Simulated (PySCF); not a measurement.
Consider C8H8P2 (SMILES PP1C=C1c1ccccc1).

```xyz
18

P     3.5736    0.7434   -0.1144
P     2.6201   -1.2226   -0.0001
C     1.6734   -1.2538   -1.5744
C     0.9212   -0.8077   -0.5959
C    -0.3350   -0.3049   -0.1432
C    -0.4691    0.1598    1.1653
C    -1.6782    0.6626    1.6033
C    -2.7650    0.7010    0.7439
C    -2.6393    0.2393   -0.5579
C    -1.4332   -0.2607   -1.0063
H     3.8897    0.7436    1.2415
H     4.8201    0.2185   -0.4453
H     1.7259   -1.5013   -2.6104
H     0.3890    0.1213    1.8226
H    -1.7764    1.0249    2.6159
H    -3.7116    1.0907    1.0877
H    -3.4880    0.2721   -1.2252
H    -1.3260   -0.6201   -2.0187
```

Geometry: GFN2-xTB.

Level of theory: PBE0/pcSseg-1, SCF density, gas phase, non-relativistic (PySCF 2.14.0).

### What will maps of the electron density and electron localisation function show?

C–C (1.31 Å): the density is about 2.3 e/Å³ at the midpoint; the ELF peaks at about 0.85 between the atoms: a multiple bond.
C–P (1.84 Å): ρ is about 0.99 e/Å³ halfway; the ELF peaks at about 0.80 between the atoms: a shared electron pair.
C–H (1.07 Å): the density is about 2.1 e/Å³ at the midpoint; the ELF climbs to about 1 towards the hydrogen, as it does in any bond to H; an ordinary covalent bond to hydrogen.
C–C (1.38 Å): ρ is about 2.1 e/Å³ halfway; the ELF peaks at about 0.95 between the atoms, as expected for localised, covalent bonding.

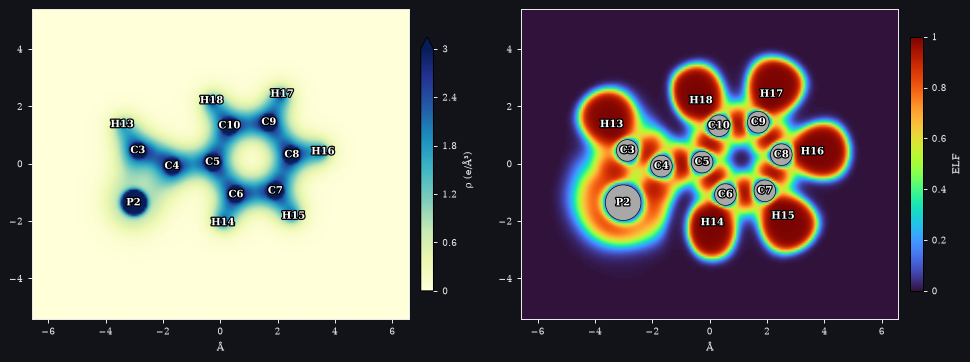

Computed electron density and electron localisation function on the plane of atoms C8, C9 and H17, in this order. Grey discs cover the atomic cores in the ELF map. 
